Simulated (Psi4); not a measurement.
# MP2/def2-TZVPP (core potential) run of InF (SMILES [F][In])

What is the energy change on altering one bond length of InF at MP2/def2-TZVPP (core potential)? 

Program for the calculation: Psi4 1.11.

3 further runs of the same task are left out: 3 set aside as unsound or not needed.

## (1) Starting point

The species is InF (2 atoms), meant as a singlet with charge 0. SMILES: `[F][In]`. The coordinates come from a PBE0-D4/def2-TZVP relaxation.

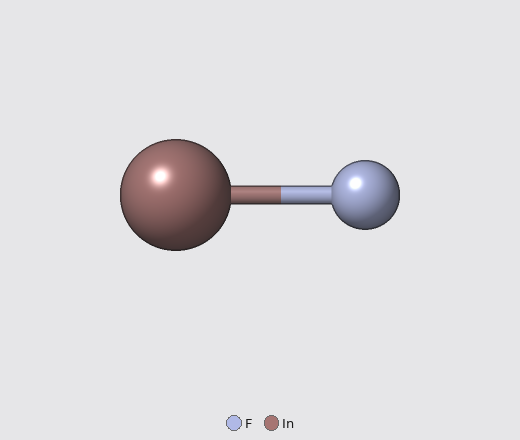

The structure, seen from a chosen angle (fluorine light blue, indium brown).

## (2) A single-point energy at MP2/def2-TZVPP (core potential)

calc.dat reads:

```
memory 2200 mb

molecule {
  F      0.000000     0.000000     0.015910
  In     0.000000     0.000000     2.009580
  units angstrom
  symmetry c1
  no_reorient
  no_com
}

set {
  basis           def2-TZVPP
  reference       rhf
  puream          true
  e_convergence   1e-09
  d_convergence   1e-08
  scf_type        pk
  num_frozen_docc 5
  mp2_type        conv
}

E = energy("mp2")
print_variables()
```

Run with:

```bash
$ psi4 calc.dat calc.out -n 1
```

calc.out:

```text
[...]
    !!!  WARNING: ECP capability is in beta. Please check occupations closely.  !!!
[...]
  Running in c1 symmetry.
[...]
  Nuclear repulsion =   50.166021867525714
[...]
  Multiplicity = 1
[...]
  Nalpha       = 15
  Nbeta        = 15
[...]
    Number of basis functions: 81
[...]
   @RHF iter   1:  -288.63891158381205   -1.41911e+00   6.99209e-03 DIIS/ADIIS
[...]
   @RHF iter  11:  -288.75594630273542   -1.09708e-11   4.45901e-09 DIIS
[...]
    Orbital Energies [Eh]
    ---------------------
    Doubly Occupied:
       1A    -26.178538     2A     -5.383310     3A     -3.639719
       4A     -3.639719     5A     -3.631765     6A     -1.451018
       7A     -1.027353     8A     -1.027353     9A     -1.020068
      10A     -1.020068    11A     -1.017723    12A     -0.577326
      13A     -0.537932    14A     -0.537932    15A     -0.351048
[...]
  @RHF Final Energy:  -288.75594630273542
   => Energetics <=
    Nuclear Repulsion Energy =             50.1660218675257141
    One-Electron Energy =                -575.7621926779479509
    Two-Electron Energy =                 236.8402245076867985
    Total Energy =                       -288.7559463027354241
[...]
 Multipole Moments:
 ------------------------------------------------------------------------------------
     Multipole            Electronic (a.u.)      Nuclear  (a.u.)        Total (a.u.)
 ------------------------------------------------------------------------------------
 L = 1.  Multiply by 2.5417464519 to convert [e a0] to [Debye]
 Dipole X            :         -0.0000001            0.0000000           -0.0000001
 Dipole Y            :         -0.0000000            0.0000000           -0.0000000
 Dipole Z            :        -78.7294648           80.0192623            1.2897975
 Magnitude           :                                                    1.2897975
[...]
	SCS-MP2 Total Energy (a.u.)        :  -289.24475471715806
	SOS-MP2 Total Energy (a.u.)        :  -289.19140094834773
	SCSN-MP2 Total Energy (a.u.)       :  -289.03765420205389
[...]
	SOS-PI-MP2 Total Energy (a.u.)     :  -289.26397672261641
[...]
	MP2 Total Energy (a.u.)            :  -289.27888648050993
[...]
```

It took 7.5 s on 1 thread of Intel Xeon at 2.50GHz (Skylake/Cascade Lake), shared host; peak memory 0.38 GiB.

## (3) The distorted shape, same level

calc.inp reads:

```
memory 2200 MB

molecule mol {
  F
  In 1 r2

  r2 = 2.5918
  symmetry c1
}

set {
  puream true
  e_convergence 1e-09
  d_convergence 1e-08
  scf_type pk
  num_frozen_docc 5
  mp2_type conv
}

energy("mp2/def2-TZVPP")
```

Run with:

```bash
$ psi4 -i calc.inp -o calc.out -n 1
```

calc.out:

```text
[...]
    !!!  WARNING: ECP capability is in beta. Please check occupations closely.  !!!
[...]
  Running in c1 symmetry.
[...]
  Nuclear repulsion =   38.588815810104940
[...]
  Multiplicity = 1
[...]
  Nalpha       = 15
  Nbeta        = 15
[...]
    Number of basis functions: 81
[...]
   @RHF iter   1:  -288.57315911140063   -1.48550e+00   7.22259e-03 DIIS/ADIIS
[...]
   @RHF iter  11:  -288.70467322347383   -3.67777e-11   7.37721e-09 DIIS
[...]
    Orbital Energies [Eh]
    ---------------------
    Doubly Occupied:
       1A    -26.087514     2A     -5.431569     3A     -3.686043
       4A     -3.686043     5A     -3.681073     6A     -1.333549
       7A     -1.071838     8A     -1.071838     9A     -1.066536
      10A     -1.066536    11A     -1.064773    12A     -0.473968
      13A     -0.438779    14A     -0.438779    15A     -0.389076
[...]
  @RHF Final Energy:  -288.70467322347383
   => Energetics <=
    Nuclear Repulsion Energy =             38.5888158101049399
    One-Electron Energy =                -552.6111502700885012
    Two-Electron Energy =                 225.3176612365097071
    Total Energy =                       -288.7046732234738329
[...]
 Multipole Moments:
 ------------------------------------------------------------------------------------
     Multipole            Electronic (a.u.)      Nuclear  (a.u.)        Total (a.u.)
 ------------------------------------------------------------------------------------
 L = 1.  Multiply by 2.5417464519 to convert [e a0] to [Debye]
 Dipole X            :         -0.0000000            0.0000000           -0.0000000
 Dipole Y            :          0.0000000            0.0000000            0.0000000
 Dipole Z            :         26.2843649          -23.2327857            3.0515791
 Magnitude           :                                                    3.0515791
[...]
	SCS-MP2 Total Energy (a.u.)        :  -289.19668312070417
	SOS-MP2 Total Energy (a.u.)        :  -289.14366632818155
	SCSN-MP2 Total Energy (a.u.)       :  -288.98460188799299
[...]
	SOS-PI-MP2 Total Energy (a.u.)     :  -289.21683184563284
[...]
	MP2 Total Energy (a.u.)            :  -289.22955118829799
[...]
```

Wall time 8.4 s (1 thread of Intel Xeon at 2.50GHz (Skylake/Cascade Lake), shared host); peak memory 0.38 GiB.

## (4) Summary of results

At MP2/def2-TZVPP (core potential), 5 core orbitals frozen:

| quantity | value |
| --- | --- |
| first shape: total energy | -289.27889 Eh |
| first shape: HOMO energy (Hartree–Fock orbitals) | -9.55 eV |
| first shape: LUMO energy (Hartree–Fock orbitals) | 0.54 eV |
| first shape: HOMO–LUMO gap (Hartree–Fock orbitals) | 10.10 eV |
| first shape: correlation energy (5 core orbitals frozen) | -522.9 mEh |
| distorted shape: total energy | -289.22955 Eh |
| distorted shape: HOMO energy (Hartree–Fock orbitals) | -10.59 eV |
| distorted shape: LUMO energy (Hartree–Fock orbitals) | -0.14 eV |
| distorted shape: HOMO–LUMO gap (Hartree–Fock orbitals) | 10.45 eV |
| distorted shape: correlation energy (5 core orbitals frozen) | -524.9 mEh |
| energy change with the F1–In2 bond stretched from 1.994 to 2.592 Å | 1.342 eV |

**Reading.** With the F1–In2 bond stretched from 1.994 to 2.592 Å the energy rises by 1.34 eV (130 kJ/mol). The first shape isn't relaxed at this level, so the change isn't measured from a minimum.
